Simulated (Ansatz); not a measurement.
# SiBH₂OF (SMILES FB1O[SiH2]1): functionals against CCSD(T) at one geometry

The atoms stand at a structure displaced at random from a GFN2-xTB minimum. How far do the functionals agree with CCSD(T) there?

The runs use Ansatz 0.2.0, Gaussian basis; single points in def2-TZVPP.

Cores are frozen in the correlated methods.

## 1. Where the work starts

SMILES `FB1O[SiH2]1`, 6 atoms, charge 0, spin multiplicity 1.

Atoms are counted from 1 here; the program's logs count them from 0.

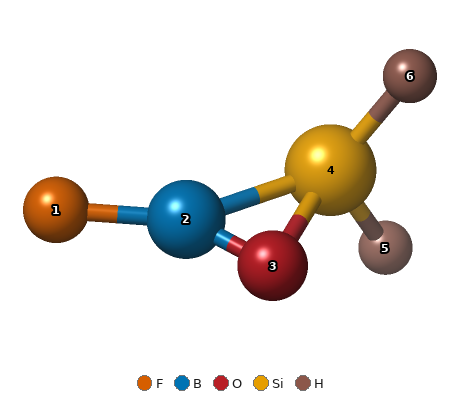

The starting geometry (fluorine orange, boron blue, oxygen red, silicon amber, hydrogen brown); atoms are numbered from 1 in the order of the file.

Coordinates:

```
atom    x (Å)    y (Å)    z (Å)
  F1   0.2361  -2.3402   0.7321
  B2   0.3468  -0.9215   0.4741
  O3   0.9420   0.0569   0.4205
 Si4  -0.4510   0.5296  -0.3499
  H5  -0.0510   0.8511  -1.7873
  H6  -1.2480   1.5602   0.3138
```

## 2. CCSD(T)/def2-TZVPP

File run/in.yaml:

```yaml
crystal:
  periodic: [false, false, false]
  atoms:
    - {symbol: F, position_ang: [0.236100, -2.340200, 0.732100]}
    - {symbol: B, position_ang: [0.346800, -0.921500, 0.474100]}
    - {symbol: O, position_ang: [0.942000, 0.056900, 0.420500]}
    - {symbol: Si, position_ang: [-0.451000, 0.529600, -0.349900]}
    - {symbol: H, position_ang: [-0.051000, 0.851100, -1.787300]}
    - {symbol: H, position_ang: [-1.248000, 1.560200, 0.313800]}
basis:
  gaussian: {orbitals: def2-TZVPP}
correlation: {method: ccsd_t}
output: {forces: true}
```

No record of the launch command was kept for these runs.

What it wrote, shortened:

```text
Functional definition: HF
  name "HF"
  cite "Fock, Z. Phys. 61, 126 (1930) doi:10.1007/BF01340294"
  parent pbe
[...]
1000 factors; integrals over basis functions are off by at most 1.3e-3 eV
[...]
mean field -13311.43647556 eV, -489.1862676610 hartree, gradient 1.2e-6 eV, S^2 0.000000; 0 other end points of the search recorded, 0 dependent functions left out
8 core orbitals not correlated: weight in the atoms' cores, before any rotation towards them, 1.000 or more for the frozen orbitals, at most 0.000 for the correlated occupied ones
reference -13311.43647556 eV, -489.1862676610 hartree; 11, 11 occupied and 144, 144 virtual orbitals, 1000 factors
too little memory for Intel AMX tiles; the run may be slower
second order -18.64348012 eV of doubles, -0.00000000 eV of singles
cycle   1  -18.62692759 eV  change    1.7e-2 eV  update   1.0e-1
[...]
cycle  12  -19.18013463 eV  change   -1.0e-5 eV  update   4.0e-6
perturbative correction -0.69827506 eV, -0.0256611350 hartree
[...]
Total energy: -13331.31488525 eV, -489.9167857431 hartree
Atom 0 at     0.236100    -2.340200     0.732100 Å, force     1.444461     3.493799    -0.011852 eV/Å
Atom 1 at     0.346800    -0.921500     0.474100 Å, force    -9.967089   -16.158882     0.249482 eV/Å
Atom 2 at     0.942000     0.056900     0.420500 Å, force    11.614978    11.273505     1.751047 eV/Å
Atom 3 at    -0.451000     0.529600    -0.349900 Å, force    -2.974891     0.812043    -2.931351 eV/Å
Atom 4 at    -0.051000     0.851100    -1.787300 Å, force    -0.323584     0.154379     0.853246 eV/Å
Atom 5 at    -1.248000     1.560200     0.313800 Å, force     0.206125     0.425155     0.089428 eV/Å
Dipole moment:    -0.036835     0.401057    -0.059130 e Å
```

It took 46 s on 4 threads, shared host; peak memory 2.4 GiB.

## 3. PBE0-D4/def2-TZVPP

Changes to run/in.yaml since step 2:

```diff
@@ -11,3 +11,3 @@
   gaussian: {orbitals: def2-TZVPP}
-correlation: {method: ccsd_t}
-output: {forces: true}
+hamiltonian: {xc: pbe0, dispersion: d4}
+output: {forces: true, orbitals: {seedname: orbitals}}
```

The log in run was not kept; the run's report gives a total energy of -13343.959038 eV.

It took 0.75 s on 4 threads, shared host; peak memory 0.34 GiB.

## 4. wB97M-V/def2-TZVPP

Changes to run/in.yaml since step 3:

```diff
@@ -11,3 +11,3 @@
   gaussian: {orbitals: def2-TZVPP}
-hamiltonian: {xc: pbe0, dispersion: d4}
-output: {forces: true, orbitals: {seedname: orbitals}}
+hamiltonian: {xc: {name: wB97M-V}}
+output: {forces: true}
```

The log in run was not kept; the run's report gives a total energy of -13350.960724 eV.

Wall time 1.9 s (4 threads, shared host); peak memory 0.42 GiB.

## 5. r2SCAN-D4/def2-TZVPP

Changes to run/in.yaml since step 4:

```diff
@@ -11,3 +11,3 @@
   gaussian: {orbitals: def2-TZVPP}
-hamiltonian: {xc: {name: wB97M-V}}
+hamiltonian: {xc: r2scan, dispersion: d4}
 output: {forces: true}
```

What it wrote, shortened:

```text
Functional definition: r2SCAN
  name "r2SCAN"
  cite "Furness, Kaplan, Ning, Perdew & Sun, J. Phys. Chem. Lett. 11, 8208 (2020) doi:10.1021/acs.jpclett.0c02405"
  cite "Furness, Kaplan, Ning, Perdew & Sun, J. Phys. Chem. Lett. 11, 9248 (2020) doi:10.1021/acs.jpclett.0c03077"
  parent r2scan
[...]
882 factors; their error is unknown
[...]
mean field -13349.68411798 eV, -490.5918425949 hartree, gradient 1.6e-5 eV, S^2 0.000000; 0 other end points of the search recorded, 0 dependent functions left out
[...]
reference -13349.68412986 eV, -490.5918430315 hartree; 19, 19 occupied and 144, 144 virtual orbitals, 882 factors
Total energy: -13349.70618549 eV, -490.5926535611 hartree
Atom 0 at     0.236100    -2.340200     0.732100 Å, force     1.412777     3.429106    -0.016064 eV/Å
Atom 1 at     0.346800    -0.921500     0.474100 Å, force    -9.659120   -15.558389     0.200406 eV/Å
Atom 2 at     0.942000     0.056900     0.420500 Å, force    11.239581    10.849400     1.731288 eV/Å
Atom 3 at    -0.451000     0.529600    -0.349900 Å, force    -2.879866     0.627873    -2.832365 eV/Å
Atom 4 at    -0.051000     0.851100    -1.787300 Å, force    -0.283705     0.163853     0.768120 eV/Å
Atom 5 at    -1.248000     1.560200     0.313800 Å, force     0.170334     0.488158     0.148615 eV/Å
Dipole moment:    -0.010190     0.376315    -0.042111 e Å
```

Wall time 1.1 s (4 threads, shared host); peak memory 0.22 GiB.

## 6. PBE-D4/def2-TZVPP

Changes to run/in.yaml since step 5:

```diff
@@ -11,3 +11,3 @@
   gaussian: {orbitals: def2-TZVPP}
-hamiltonian: {xc: r2scan, dispersion: d4}
+hamiltonian: {xc: pbe, dispersion: d4}
 output: {forces: true}
```

The log in run was not kept; the run's report gives a total energy of -13343.142137 eV.

Wall time 0.55 s (4 threads, shared host); peak memory 0.2 GiB.

## 7. LC-wPBE/def2-TZVPP

Changes to run/in.yaml since step 6:

```diff
@@ -11,3 +11,3 @@
   gaussian: {orbitals: def2-TZVPP}
-hamiltonian: {xc: pbe, dispersion: d4}
+hamiltonian: {xc: {name: LC-wPBE}}
 output: {forces: true}
```

What it wrote, shortened:

```text
Functional definition: LC-wPBE
  name "LC-wPBE"
  cite "Vydrov & Scuseria, J. Chem. Phys. 125, 234109 (2006) doi:10.1063/1.2409292"
  cite "Heyd & Scuseria, J. Chem. Phys. 120, 7274 (2004) doi:10.1063/1.1668634"
  cite "Ernzerhof & Perdew, J. Chem. Phys. 109, 3313 (1998) doi:10.1063/1.476928"
  cite "Perdew, Burke & Ernzerhof, Phys. Rev. Lett. 77, 3865 (1996) doi:10.1103/PhysRevLett.77.3865"
[... 1 set-up line as earlier in the session ...]
[...]
882 factors; their error is unknown
288 factors; integrals over basis functions are off by at most 2.8e-5 eV
[...]
mean field -13347.04857801 eV, -490.4949882875 hartree, gradient 4.2e-5 eV, S^2 0.000000; 0 other end points of the search recorded, 0 dependent functions left out
[...]
reference -13347.04857802 eV, -490.4949882877 hartree; 19, 19 occupied and 144, 144 virtual orbitals, 882 factors
Total energy: -13347.04857802 eV, -490.4949882877 hartree
Atom 0 at     0.236100    -2.340200     0.732100 Å, force     1.422804     3.498932    -0.014996 eV/Å
Atom 1 at     0.346800    -0.921500     0.474100 Å, force    -9.964795   -15.391240    -0.025853 eV/Å
Atom 2 at     0.942000     0.056900     0.420500 Å, force    11.281495    10.961940     1.720024 eV/Å
Atom 3 at    -0.451000     0.529600    -0.349900 Å, force    -2.575083     0.398846    -2.636314 eV/Å
Atom 4 at    -0.051000     0.851100    -1.787300 Å, force    -0.339456     0.120216     0.853480 eV/Å
Atom 5 at    -1.248000     1.560200     0.313800 Å, force     0.175036     0.411305     0.103658 eV/Å
Dipole moment:    -0.048201     0.423098    -0.071617 e Å
```

Run time: 0.75 s. Hardware: 4 threads, shared host; peak memory 0.24 GiB.

## 8. revPBE-D4/def2-TZVPP

Changes to run/in.yaml since step 7:

```diff
@@ -11,3 +11,3 @@
   gaussian: {orbitals: def2-TZVPP}
-hamiltonian: {xc: {name: LC-wPBE}}
+hamiltonian: {xc: {name: revPBE}, dispersion: d4}
 output: {forces: true}
```

The log in run was not kept; the run's report gives a total energy of -13349.722167 eV.

It took 0.6 s on 4 threads, shared host; peak memory 0.2 GiB.

## 9. The levels compared

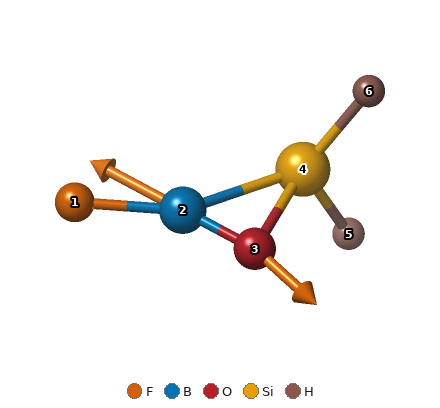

Forces at CCSD(T); the longest arrow is 18.99 eV/Å.

```csv
method,RMS force component (eV/Å),RMS error against CCSD(T) (eV/Å),angle to CCSD(T) forces (°),dipole (D)
CCSD(T),6.051,0,0,1.96
PBE0-D4,5.810,0.258,0.9,1.95
wB97M-V,5.808,0.248,0.4,1.95
r2SCAN-D4,5.840,0.218,0.5,1.82
PBE-D4,5.914,0.230,1.8,1.77
LC-wPBE,5.848,0.268,1.7,2.07
revPBE-D4,6.004,0.249,2.3,1.74
```

Energy less the free neutral atoms in their ground states at the same level (atoms from separate runs):

Differences are taken before rounding.

```csv
method,rung,energy less atoms (kJ/mol),from CCSD(T) (kJ/mol)
PBE-D4,GGA,-2206.5,-133.0
revPBE-D4,GGA,-2128.5,-54.9
r2SCAN-D4,meta-GGA,-2175.3,-101.8
PBE0-D4,hybrid,-2144.6,-71.1
LC-wPBE,range-separated hybrid,-2156.9,-83.4
wB97M-V,range-separated hybrid,-2168.6,-95.1
Hartree-Fock,wavefunction,-1512.4,+561.1
MP2,wavefunction,-2158.7,-85.1
CCSD,wavefunction,-2032.6,+40.9
CCSD(T),wavefunction,-2073.5,0
```

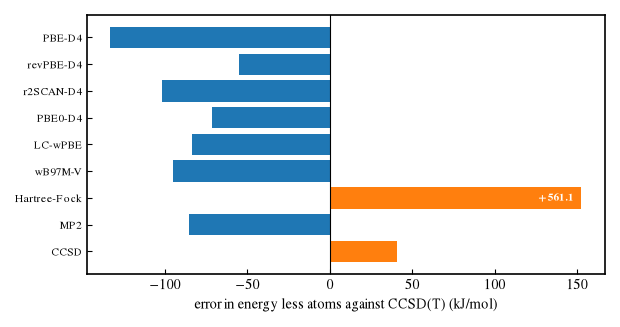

Error of each method against CCSD(T). Bars with a number in them are cut short.

What each level took, beside its miss in the forces (shared host):

```
   method    time  RMS force error (eV/Å)
  CCSD(T)    46 s                       0
  PBE0-D4  0.75 s                   0.258
  wB97M-V   1.9 s                   0.248
r2SCAN-D4   1.1 s                   0.218
   PBE-D4  0.55 s                   0.230
  LC-wPBE  0.75 s                   0.268
revPBE-D4   0.6 s                   0.249
```

## 10. Summary of results

| quantity | value |
| --- | --- |
| energy less free atoms, CCSD(T)/def2-TZVPP | -2073.5 kJ/mol |
| RMS force component | 5.808 to 6.051 eV/Å over the methods |
| RMS force error | PBE0-D4 0.258, wB97M-V 0.248, r2SCAN-D4 0.218, PBE-D4 0.230, LC-wPBE 0.268, revPBE-D4 0.249 eV/Å |
| HOMO and LUMO, PBE0-D4 | -6.89 and -1.07 eV |
| T1 diagnostic | 0.014 |

**Reading.** Against CCSD(T) the functionals' energies less atoms differ by -133.0 to -54.9 kJ/mol, PBE-D4 by -133.0 kJ/mol. A larger basis would deepen the CCSD(T) value, while the functionals are nearly converged already, so the order here is not reliable. The forces of r2SCAN-D4 come nearest to CCSD(T), those of LC-wPBE are farthest.
